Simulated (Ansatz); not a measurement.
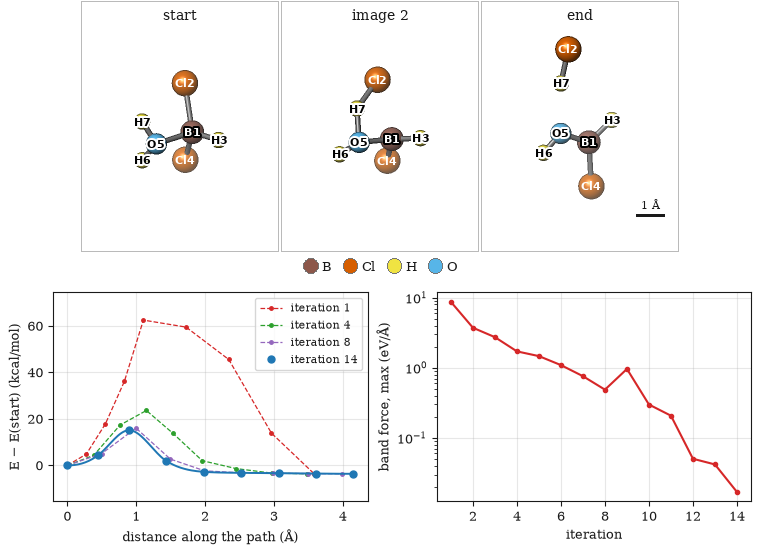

NEB run on BH₃OCl₂. Images are numbered from 0 (start) to 8 (end). The plot follows the band through its iterations. The picture is a ball-and-stick view, seen at a tilt.

Theory: RKS r2SCAN-D4/def2-SVP (Ansatz 0.2.0). Settings: 7 movable images; climbing image; force threshold 0.03 eV/Å; iteration limit 60; starting path through a guess of the saddle point.

Question: How did the profile develop, and is the result final?

Answer: The result is final at these settings. The band converged in 14 iterations. The largest component of the band force went from 8.7 to 0.017 eV/Å. The climbing image converged on the top of the path. Its vibrational analysis gives one imaginary mode (921i cm⁻¹), as a transition state must have. The first iteration put the highest image at 62.5 kcal/mol. The highest point, image 2, lies 15.1 kcal/mol above the start and 18.7 kcal/mol above the end; the end is at −3.6 kcal/mol relative to the start.
